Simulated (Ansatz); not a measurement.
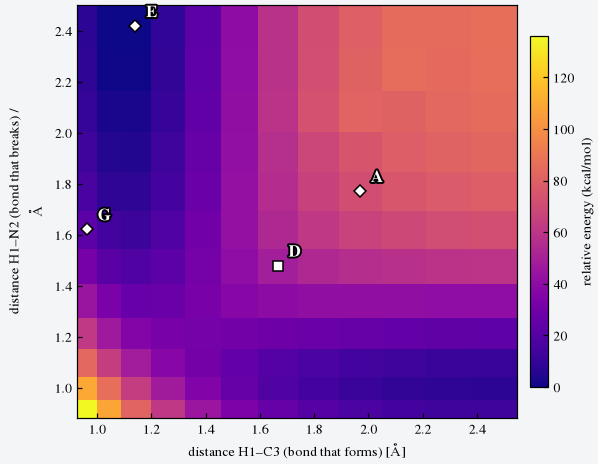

The reacting system C₂H₆N (fragments H₃N + C₂H₃ where the first distance is long, C₂H₄ + H₂N where the second is long), spin multiplicity 2. 
- First axis: distance H1–C3 (bond that forms). Second axis: distance H1–N2 (bond that breaks).
- Relaxed at each point: all other coordinates.
- The scan uses a 12 × 12 grid.
- Points are written as (first, second).
- All energies are given in kcal/mol relative to the lowest grid point.
- Energies and slopes of some neighbouring points disagree (a jump in structure or state, or too coarse a mesh). In part of the range the unrestricted reference is strongly spin-contaminated.
- Computed with Ansatz, UHF/def2-SVP.

Drawn: one coloured cell a grid point, lettered points.

**Is D the lowest point of the computed grid?**

No. D lies 48 kcal/mol above the lowest grid point, which is at (1.038 Å, 2.418 Å).

**Rank the lettered points by energy, lowest first.**

E (0.15 kcal/mol), G (23 kcal/mol), D (48 kcal/mol), A (72 kcal/mol).
